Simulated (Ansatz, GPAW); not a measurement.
## How Zn3RhN (model structure) absorbs and reflects light

Aim: the dielectric function of Zn3RhN (model structure), and the optical constants that follow from it. The structure is a model built here, which may or may not match a known phase. It was built so: All Ir replaced by Rh and Mn replaced by Zn in the Pm-3m structure of Mn3IrN. The cell is first relaxed with Ansatz.

Program: GPAW 26.7.0. Level of theory: DFT, PBE, plane-wave PAW (GPAW data sets), scalar-relativistic, RPA, optical limit. Results are calculated unless marked as measured.

## (1) The structure

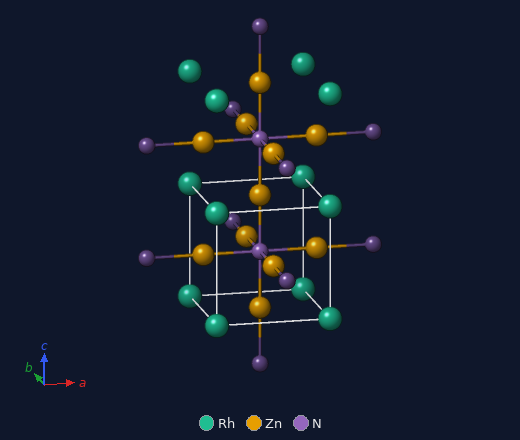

The cell as given, slightly off an axis (rhodium teal, zinc orange, nitrogen purple). 1×1×2 cells are drawn. Some periodic images of atoms are drawn too.

## (2) Relaxation

Spectra hang on bond lengths, so the cell is first brought to its minimum.

This step: DFT, PBE, plane-wave PAW, default files, scalar-relativistic, relaxation (Ansatz 0.2.0).

Contents of input.yaml:

```yaml
crystal:
  lattice:
    - [3.63305564, 0.0, 0.0]
    - [0.0, 3.63305564, 0.0]
    - [0.0, 0.0, 3.63305564]
  atoms:
    - { symbol: Rh, position: [0.0, 0.0, 0.0] }
    - { symbol: Zn, position: [0.5, 0.5, 0.0] }
    - { symbol: Zn, position: [0.5, 0.0, 0.5] }
    - { symbol: Zn, position: [0.0, 0.5, 0.5] }
    - { symbol: "N", position: [0.5, 0.5, 0.5] }
kpoints:
  mp_grid: { grid: [6, 6, 6] }
scf:
  occupations: { method: fermi_dirac, width: 0.05 }
hamiltonian:
  xc: pbe
output:
  forces: true
  stress: true
relax:
  f_tol: 0.02
  max_steps: 50
  cell: {}
```

On the command line:

```sh
$ ansatz run input.yaml --threads 1 --pin off --max-ram 4096MiB --backend cpu --events-out ev --progress --plain --runs-dir out
```

Numbers of over 12 decimals in the logs are rounded to 6 here.

The program printed:

```text
Engine: ansatz 0.2.0, aarch64-unknown-linux-gnu
Pseudopotentials: kind: paw
Pseudopotential: Rh, paw, valence charge 17, recommended cutoff 420 eV (normal), Rh.paw.azcp
Pseudopotential: Zn, paw, valence charge 12, recommended cutoff 420 eV (normal), Zn.paw.azcp
Pseudopotential: N, paw, valence charge 5, recommended cutoff 420 eV (normal), N.paw.azcp
Functional definition: PBE
  parameter kappa = 0.804
  parameter beta = 0.066725
  exchange = pbe_x(kappa = kappa, mu = beta*pi^2/3)
  correlation = pbe_c(beta = beta)
Crystal: 5 atoms, lattice volume = 47.953 Å³
Basis set: ecut = 420 eV, 925 PW (Γ), exchange–correlation on 50×50×50 points (8 copies of the dense FFT grid, shifted against one another)
Bands: 35, of which v1, the nominal top of the filled ones, is band 29 counted from 1 (28 counted from 0)
Symmetry: 48 space group operations
Space group: Pm-3m (ITA 221), of the structure as read, at distance tolerance 3.6e-5 Å
k-points: 20 of 216
Non-local potential: Rh, projectors of the file, l = 0: 3, l = 1: 2, l = 2: 2, l = 3: 1
Non-local potential: Zn, projectors of the file, l = 0: 2, l = 1: 2, l = 2: 3, l = 3: 1
Non-local potential: N, projectors of the file, l = 0: 2, l = 1: 2, l = 2: 1
PAW form: soft (Blöchl's): semilocal exchange-correlation on the pseudo side does not see the compensation charge
PAW one-centre angular grid: Rh, 590 points (default); XC on 64 Gauss nodes
PAW one-centre angular grid: Zn, 590 points (default); XC on 64 Gauss nodes
PAW one-centre angular grid: N, 110 points (default); XC on 64 Gauss nodes
Initial density: superposition of atomic densities (neutral atoms: chi_scale 0, normalization atom), corrected by the library's trained network
Initial wavefunctions: pseudopotential atomic-orbital guess
Functional: x = pbe(κ = 0.804, μ = 0.219515), c = pbe(β = 0.066725)
SCF iter   1: F=—  HF=-16738.694057 eV  |F-HF|=—  |Δ(HF+E_count)|=         —  Δρ=1.07e-2  dr2=6.42e-2  ethr=1.77e-3  ⟨swp⟩=6.7  Hψ=3082  notcnv=0  defer=1
preconditioner: auto → Kerker (q_TF=auto, 2.816 Å⁻¹)  [metal: Δε(μ)=0.049 eV  Ē_g=12.414 eV  σ=0.050 eV  W_gap=0.23  n_scr=18 (ndim 8)  ℏωp=37.9 eV  f_vac=0.000  D(μ)=2.13/eV (n_scr^D=18)]
SCF iter   2: F=—  HF=-16738.687943 eV  |F-HF|=—  |Δ(HF+E_count)|=   6.11e-3  Δρ=4.72e-3  dr2=1.62e-2  ethr=1.11e-4  ⟨swp⟩=1.9  Hψ=948  notcnv=0  defer=6
SCF iter   3: F=—  HF=-16738.685946 eV  |F-HF|=—  |Δ(HF+E_count)|=   2.00e-3  Δρ=1.57e-3  dr2=1.35e-3  ethr=2.80e-5  ⟨swp⟩=2.9  Hψ=1202  notcnv=0  defer=6
SCF iter   4: F=—  HF=-16738.685563 eV  |F-HF|=—  |Δ(HF+E_count)|=   3.82e-4  Δρ=6.85e-4  dr2=1.94e-4  ethr=2.33e-6  ⟨swp⟩=2.1  Hψ=1052  notcnv=0  defer=6
SCF iter   5: F=—  HF=-16738.685516 eV  |F-HF|=—  |Δ(HF+E_count)|=   4.73e-5  Δρ=1.68e-4  dr2=2.46e-5  ethr=3.34e-7  ⟨swp⟩=2.5  Hψ=1221  notcnv=0  defer=6
SCF iter   6: F=—  HF=-16738.685277 eV  |F-HF|=—  |Δ(HF+E_count)|=   2.39e-4  Δρ=4.65e-5  dr2=5.55e-7  ethr=4.23e-8  ⟨swp⟩=2.1  Hψ=1173  notcnv=0  defer=6
SCF iter   7: F=-16738.685277 eV  HF=-16738.685277 eV  |F-HF|=5.60e-8  |Δ(HF+E_count)|=   1.17e-7  Δρ=1.07e-5  dr2=7.74e-8  ethr=1.72e-10  ⟨swp⟩=5.2  Hψ=2907  notcnv=0
SCF 1 converged in 7 iterations: F = -16738.685277 eV  dr2 = 7.74e-8
  greatest PAW one-centre occupation: 1.000 electrons in one spin orbital (limit 2), on the Rh atom at site 0 (counted from 0), in its partial waves of l = 0
relax step   1: F+E_penalty+E_count = -16738.68527678 eV  Δ(F+E_penalty+E_count) = +0.000e0 eV  max|allowed force component| = 1.590e-28 eV/Å  Δτ_max = 0.0000 Å  P = +90.642 GPa  Ω = 47.953 Å³  (7 SCF iters, dr2 threshold 1.00e-7 eV, accepted)
Crystal: 5 atoms, lattice volume = 55.314 Å³
Basis set: ecut = 420 eV, 1045 PW (Γ), exchange–correlation on 50×50×50 points (8 copies of the dense FFT grid, shifted against one another)
Initial density: handed on by an earlier stage of this run
Initial wavefunctions: those handed on with the density
iter 1 solved again at ethr=8.29e-4 eV; its pass at ethr=3.10e-3 eV (dr2=4.81e-1 eV) is discarded
SCF iter   1: F=—  HF=-16741.550516 eV  |F-HF|=—  |Δ(HF+E_count)|=         —  Δρ=2.82e-2  dr2=4.81e-1  ethr=8.29e-4  ⟨swp⟩=1.1  Hψ=4072  notcnv=0
preconditioner: auto → Kerker (q_TF=auto, 2.750 Å⁻¹)  [metal: Δε(μ)=0.111 eV  Ē_g=11.309 eV  σ=0.050 eV  W_gap=0.46  n_scr=18 (ndim 8)  ℏωp=35.3 eV  f_vac=0.000  D(μ)=1.65/eV (n_scr^D=6)]
SCF iter   2: F=—  HF=-16741.471213 eV  |F-HF|=—  |Δ(HF+E_count)|=   7.93e-2  Δρ=1.37e-2  dr2=1.27e-1  ethr=8.29e-4  ⟨swp⟩=2.0  Hψ=881  notcnv=0
SCF iter   3: F=—  HF=-16741.445667 eV  |F-HF|=—  |Δ(HF+E_count)|=   2.55e-2  Δρ=3.70e-3  dr2=4.83e-3  ethr=2.19e-4  ⟨swp⟩=2.0  Hψ=1438  notcnv=0  defer=12
SCF iter   4: F=—  HF=-16741.443483 eV  |F-HF|=—  |Δ(HF+E_count)|=   2.18e-3  Δρ=1.70e-3  dr2=6.03e-4  ethr=8.32e-6  ⟨swp⟩=2.0  Hψ=1268  notcnv=0  defer=13
SCF iter   5: F=—  HF=-16741.443632 eV  |F-HF|=—  |Δ(HF+E_count)|=   1.49e-4  Δρ=3.99e-4  dr2=1.22e-4  ethr=1.04e-6  ⟨swp⟩=2.0  Hψ=1165  notcnv=0  defer=13
SCF iter   6: F=—  HF=-16741.443911 eV  |F-HF|=—  |Δ(HF+E_count)|=   2.79e-4  Δρ=9.48e-5  dr2=5.60e-6  ethr=2.10e-7  ⟨swp⟩=2.0  Hψ=1112  notcnv=0  defer=13
SCF iter   7: F=-16741.443910 eV  HF=-16741.443910 eV  |F-HF|=2.53e-7  |Δ(HF+E_count)|=   9.13e-7  Δρ=2.07e-5  dr2=3.25e-7  ethr=8.62e-10  ⟨swp⟩=3.6  Hψ=3249  notcnv=0
SCF 2 converged in 7 iterations: F = -16741.443910 eV  dr2 = 3.25e-7
relax step   2: F+E_penalty+E_count = -16741.44390953 eV  Δ(F+E_penalty+E_count) = -2.759e0 eV  max|allowed force component| = 4.786e-30 eV/Å  Δτ_max = 0.0000 Å  P = +36.304 GPa  Ω = 55.314 Å³  energy of the carried Pulay correction = -1.921e-2 eV  (7 SCF iters, dr2 threshold 5.00e-7 eV, accepted)
Crystal: 5 atoms, lattice volume = 61.612 Å³
Basis set: ecut = 420 eV, 1213 PW (Γ), exchange–correlation on 50×50×50 points (8 copies of the dense FFT grid, shifted against one another)
iter 1 solved again at ethr=4.41e-4 eV; its pass at ethr=3.10e-3 eV (dr2=2.56e-1 eV) is discarded
SCF iter   1: F=—  HF=-16742.355510 eV  |F-HF|=—  |Δ(HF+E_count)|=         —  Δρ=1.86e-2  dr2=2.56e-1  ethr=4.41e-4  ⟨swp⟩=1.5  Hψ=3961  notcnv=0
preconditioner: auto → Kerker (q_TF=auto, 2.701 Å⁻¹)  [metal: Δε(μ)=0.105 eV  Ē_g=10.462 eV  σ=0.050 eV  W_gap=0.45  n_scr=18 (ndim 8)  ℏωp=33.5 eV  f_vac=0.000  D(μ)=1.49/eV (n_scr^D=6)]
SCF iter   2: F=—  HF=-16742.320271 eV  |F-HF|=—  |Δ(HF+E_count)|=   3.52e-2  Δρ=9.15e-3  dr2=6.76e-2  ethr=4.41e-4  ⟨swp⟩=2.0  Hψ=807  notcnv=0
SCF iter   3: F=—  HF=-16742.309589 eV  |F-HF|=—  |Δ(HF+E_count)|=   1.07e-2  Δρ=2.15e-3  dr2=1.71e-3  ethr=1.17e-4  ⟨swp⟩=2.0  Hψ=1326  notcnv=0  defer=1
SCF iter   4: F=—  HF=-16742.309300 eV  |F-HF|=—  |Δ(HF+E_count)|=   2.89e-4  Δρ=9.46e-4  dr2=2.20e-4  ethr=2.96e-6  ⟨swp⟩=2.0  Hψ=1263  notcnv=0  defer=2
SCF iter   5: F=—  HF=-16742.309612 eV  |F-HF|=—  |Δ(HF+E_count)|=   3.12e-4  Δρ=3.46e-4  dr2=9.73e-5  ethr=3.79e-7  ⟨swp⟩=2.0  Hψ=1225  notcnv=0  defer=2
SCF iter   6: F=—  HF=-16742.309604 eV  |F-HF|=—  |Δ(HF+E_count)|=   7.44e-6  Δρ=1.16e-4  dr2=4.40e-6  ethr=1.68e-7  ⟨swp⟩=2.0  Hψ=1109  notcnv=0  defer=2
SCF iter   7: F=-16742.309603 eV  HF=-16742.309603 eV  |F-HF|=2.51e-7  |Δ(HF+E_count)|=   1.21e-6  Δρ=2.89e-5  dr2=3.03e-7  ethr=8.62e-10  ⟨swp⟩=5.0  Hψ=2769  notcnv=0
SCF 3 converged in 7 iterations: F = -16742.309603 eV  dr2 = 3.03e-7
relax step   3: F+E_penalty+E_count = -16742.30960261 eV  Δ(F+E_penalty+E_count) = -8.657e-1 eV  max|allowed force component| = 1.231e-29 eV/Å  Δτ_max = 0.0000 Å  P = +10.608 GPa  Ω = 61.612 Å³  energy of the carried Pulay correction = -3.361e-2 eV  (7 SCF iters, dr2 threshold 5.00e-7 eV, accepted)
[...]
relax step   4: F+E_penalty+E_count = -16742.41913345 eV  Δ(F+E_penalty+E_count) = -1.095e-1 eV  max|allowed force component| = 9.815e-30 eV/Å  Δτ_max = 0.0000 Å  P = +1.919 GPa  Ω = 64.647 Å³  energy of the carried Pulay correction = -3.999e-2 eV  (7 SCF iters, dr2 threshold 5.00e-7 eV, accepted)
[...]
relax step   5: F+E_penalty+E_count = -16742.42201487 eV  Δ(F+E_penalty+E_count) = -2.881e-3 eV  max|allowed force component| = 1.352e-29 eV/Å  Δτ_max = 0.0000 Å  P = -0.089 GPa  Ω = 65.441 Å³  energy of the carried Pulay correction = -4.160e-2 eV  (6 SCF iters, dr2 threshold 5.00e-7 eV, accepted)
[...]
relax step   6: F+E_penalty+E_count = -16742.42209672 eV  Δ(F+E_penalty+E_count) = -8.186e-5 eV  max|allowed force component| = 5.022e-30 eV/Å  Δτ_max = 0.0000 Å  P = -0.000 GPa  Ω = 65.405 Å³  energy of the carried Pulay correction = -4.153e-2 eV  (6 SCF iters, dr2 threshold 1.99e-8 eV, accepted)
[...]
relax step   7: F+E_penalty+E_count = -16742.55476921 eV  Δ(F+E_penalty+E_count) = -1.327e-1 eV  max|allowed force component| = 5.995e-30 eV/Å  Δτ_max = 0.0000 Å  P = +2.692 GPa  Ω = 65.405 Å³  stress off target by 2.69e0 GPa  SCF on the basis re-selected at this cell (its energy is not comparable with the rows above)  (9 SCF iters)
[...]
relax step   8: F+E_penalty+E_count = -16742.56341328 eV  Δ(F+E_penalty+E_count) = -8.644e-3 eV  max|allowed force component| = 6.732e-30 eV/Å  Δτ_max = 0.0000 Å  P = +0.532 GPa  Ω = 66.487 Å³  energy of the carried Pulay correction = -2.125e-3 eV  (6 SCF iters, dr2 threshold 5.00e-7 eV, accepted)
[...]
relax step   9: F+E_penalty+E_count = -16742.56331525 eV  Δ(F+E_penalty+E_count) = +9.803e-5 eV  max|allowed force component| = 1.041e-29 eV/Å  Δτ_max = 0.0000 Å  P = +0.021 GPa  Ω = 66.759 Å³  energy of the carried Pulay correction = -2.691e-3 eV  (6 SCF iters, dr2 threshold 5.00e-7 eV, accepted)
Basis set: ecut = 420 eV, 1309 PW (Γ), exchange–correlation on 60×60×60 points (8 copies of the dense FFT grid, shifted against one another)
iter 1 solved again at ethr=2.43e-7 eV; its pass at ethr=3.10e-3 eV (dr2=1.41e-4 eV) is discarded
SCF iter   1: F=—  HF=-16742.566029 eV  |F-HF|=—  |Δ(HF+E_count)|=         —  Δρ=1.03e-4  dr2=1.41e-6  ethr=2.43e-7  ⟨swp⟩=3.0  Hψ=4520  notcnv=0
preconditioner: auto → Kerker (q_TF=auto, 2.665 Å⁻¹)  [metal: Δε(μ)=0.051 eV  Ē_g=9.858 eV  σ=0.050 eV  W_gap=0.25  n_scr=18 (ndim 8)  ℏωp=32.1 eV  f_vac=0.000  D(μ)=2.42/eV (n_scr^D=18)]
SCF iter   2: F=—  HF=-16742.566142 eV  |F-HF|=—  |Δ(HF+E_count)|=   1.13e-4  Δρ=7.80e-5  dr2=1.61e-6  ethr=2.43e-9  ⟨swp⟩=2.0  Hψ=1199  notcnv=0
SCF iter   3: F=—  HF=-16742.566143 eV  |F-HF|=—  |Δ(HF+E_count)|=   1.26e-6  Δρ=2.33e-5  dr2=1.25e-7  ethr=2.43e-9  ⟨swp⟩=2.2  Hψ=1034  notcnv=0
SCF iter   4: F=—  HF=-16742.566143 eV  |F-HF|=—  |Δ(HF+E_count)|=   9.20e-8  Δρ=3.78e-6  dr2=9.76e-9  ethr=2.15e-10  ⟨swp⟩=2.0  Hψ=1131  notcnv=0
SCF iter   5: F=—  HF=-16742.566143 eV  |F-HF|=—  |Δ(HF+E_count)|=   7.03e-9  Δρ=1.02e-6  dr2=4.31e-10  ethr=1.68e-11  ⟨swp⟩=2.0  Hψ=1113  notcnv=0
SCF iter   6: F=-16742.566143 eV  HF=-16742.566143 eV  |F-HF|=0.00e0  |Δ(HF+E_count)|=  4.26e-10  Δρ=2.22e-7  dr2=2.98e-11  ethr=1.00e-12  ⟨swp⟩=3.1  Hψ=2995  notcnv=0
SCF 10 converged in 6 iterations: F = -16742.566143 eV  dr2 = 2.98e-11
relax step  10: F+E_penalty+E_count = -16742.56614304 eV  Δ(F+E_penalty+E_count) = -2.828e-3 eV  max|allowed force component| = 5.561e-30 eV/Å  Δτ_max = 0.0000 Å  P = +0.007 GPa  Ω = 66.759 Å³  stress off target by 6.91e-3 GPa  SCF on the basis re-selected at this cell (its energy is not comparable with the rows above)  (6 SCF iters)
basis re-selected at this cell: Δ(F+E_penalty+E_count) = -2.828e-3 eV, ΔP = -0.014 GPa vs the last step (what re-selecting the basis moved, of the pressure what is left beyond the Pulay correction that the steps carried, after the strain that the cell walked since its last selection, with what the two solves' SCF thresholds leave and, on support functions, any second-order correction that the steps lacked; it is no measure of the basis error at this ecutwfc). The dense FFT grid was sized anew with the basis: this SCF ran on 30×30×30 points, the steps before it on 27×27×27, so part of this shift can come from that change (see relax.cell in the input reference). [rest of the remark cut]
SCF converged after 6 iterations
Free energy (F): -16742.566143 eV
Harris-Foulkes:  -16742.566143 eV  (|F-HF|=0.00e0)
Internal energy: -16742.546837 eV  (E = F + TS)
E sigma→0 (E₀):  -16742.556490 eV
Entropy (-TS):   -0.019306 eV (-3.861 meV/atom)
Fermi energy:    12.724191 eV
--- Per-component energies (eV) ---
  E_band       = 15.909721
  E_kinetic    = 1097.480586
  E_local      = -6617.971871  (includes V_loc(G=0)·N_el)
  E_nonlocal   = 2247.197782
  E_hartree    = 2640.558022
  E_xc         = -692.561069
  E_vxc        = -509.637574  (∫ρ·V_xc dr)
  E_paw        = -9198.681760  (= ΣΔE_a)
  E_vpaw       = -1482.274876  (= ΣTr[D̂ρ^β])
  E_aug_tail   = -0.000136  (compensation charges beyond the density's cutoff)
  E_ewald      = -6218.568392
  E_smearing   = -0.019306  (= −TS)
  E_closure    = -0.000000  (closes the sum)
  Σ components = -16742.566143   (vs F -16742.566143, Δ=0.00e0)
--- Forces (eV/Å), atoms counted from 1 ---
  atom   1  Rh     0.00000000    -0.00000000     0.00000000
  atom   2  Zn    -0.00000000    -0.00000000     0.00000000
  atom   3  Zn     0.00000000     0.00000000     0.00000000
  atom   4  Zn    -0.00000000    -0.00000000     0.00000000
  atom   5  N     -0.00000000     0.00000000     0.00000000
  max |Σ_I F_I| component: 1.26e-29 eV/Å
--- Stress (GPa, compression-positive) ---
        0.006907       0.000000      -0.000000
        0.000000       0.006907       0.000000
       -0.000000       0.000000       0.006907
  P = ⅓ Tr σ = 0.0069 GPa (0.069 kbar)
--- Relaxed structure (8 steps of the walk, 8 accepted, 2 SCFs on fresh bases) ---
  F+E_penalty+E_count = -16742.56614304 eV   max|allowed force component| = 5.561e-30 eV/Å   (the final SCF, on the basis selected at the relaxed cell)
  cell:  # Å, volume = 66.7590 Å³
    - [4.056672, 0, 0]
    - [0, 4.056672, 0]
    - [0, 0, 4.056672]
  atoms:
    - { symbol: Rh, position: [0, 0, 0] }
    - { symbol: Zn, position: [0.5, 0.5, 0] }
    - { symbol: Zn, position: [0.5, 0, 0.5] }
    - { symbol: Zn, position: [0, 0.5, 0.5] }
    - { symbol: N, position: [0.5, 0.5, 0.5] }
```

Elapsed: 20 s, on 1 thread of Arm Neoverse V2, shared host; peak memory 0.36 GiB.

The steps of the relaxation:

```
step  energy less that of the first step (eV)  largest force component (eV/Å)  pressure (GPa)  volume (Å³)
   1                                   0.0000                          0.0000           90.64        47.95
   2                                  -2.7586                          0.0000           36.30        55.31
   3                                  -3.6243                          0.0000           10.61        61.61
   4                                  -3.7339                          0.0000            1.92        64.65
   5                                  -3.7367                          0.0000           -0.09        65.44
   6                                  -3.7368                          0.0000            0.00        65.41
  7*                                  -3.8695                          0.0000            2.69        65.41
   8                                  -3.8781                          0.0000            0.53        66.49
   9                                  -3.8780                          0.0000            0.02        66.76
 10*                                  -3.8809                          0.0000            0.01        66.76
```

Relaxation steps marked * repeat the geometry before them on a plane-wave basis chosen anew for their cell, so energy and pressure can jump there.

The run keeps the 48 symmetry operations that it works with, so distortions that break them were not tested.

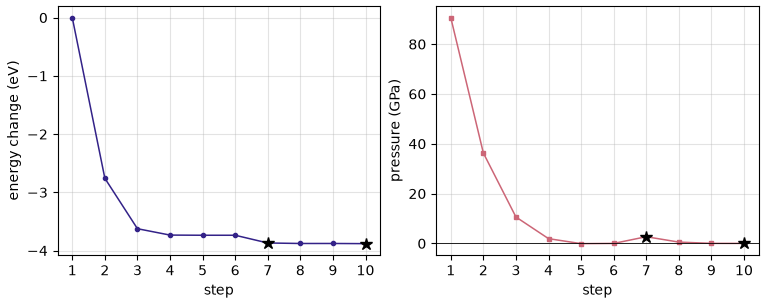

Energy and pressure along the relaxation. Stars mark steps on a basis chosen anew.

```
conventional cell, symmetrised  before  after   change
                         a (Å)   3.633  4.057  +11.7 %
                         b (Å)   3.633  4.057  +11.7 %
                         c (Å)   3.633  4.057  +11.7 %
              volume (Å³/atom)    9.59  13.35  +39.2 %
```

Final coordinates:

```
Rh Zn N
1.0
     4.05667    0.00000    0.00000
     0.00000    4.05667    0.00000
     0.00000    0.00000    4.05667
Rh Zn N
1 3 1
Cartesian
  0.0000 0.0000 0.0000
  2.0283 2.0283 0.0000
  2.0283 0.0000 2.0283
  0.0000 2.0283 2.0283
  2.0283 2.0283 2.0283
```

The relaxation ends with a pressure of 0.01 GPa.

(Continued in part 2 of 3.)

[Machine, clock and banner lines and Python warnings are left out of the logs.]

[Logs are printed without paths, hosts, clocks, repeated set-up lines and the standing remarks that a program may print on its own settings, such as how far it seeks lower states.]

[Hosts, paths, dates, database ids (printed as entryN), source tags and the programs' standing remarks are cut or masked in the printed files.]
